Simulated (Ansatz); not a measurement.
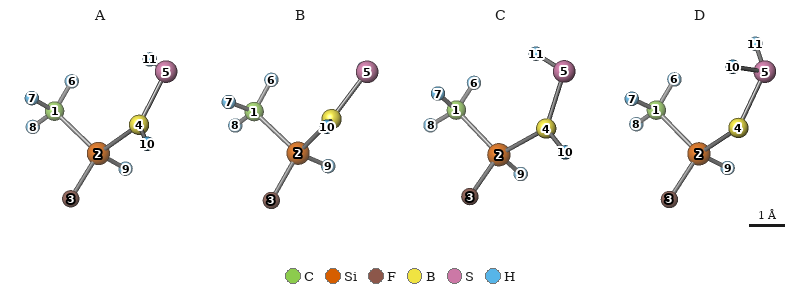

4 geometries from a converged minimum-energy path of CH6BFSSi, shuffled. The picture is a ball-and-stick view, seen at a tilt.

Computed with RKS r2SCAN/STO-3G (Ansatz 0.2.0). Set-up: 5 movable images; climbing image; force threshold 0.03 eV/Å; iteration limit 47; starting path through a guess of the saddle point.

Q: One of them is the converged climbing image. Which?

A: D. In order along the path, whose images run from 0 to 6: C (image 0, 0.0 kcal/mol), A (image 1, +0.1 kcal/mol), B (image 2, +0.7 kcal/mol), D (image 4, +160.5 kcal/mol). A hydrogen atom shifts from one atom to another. Breaking: B4–H10 (1.17 → 1.91 at the top → 2.56 Å). Forming: S5–H10 (2.45 → 1.41 at the top → 1.37 Å).

Limits of the set-up: STO-3G is a minimal basis, so the numbers are rough.
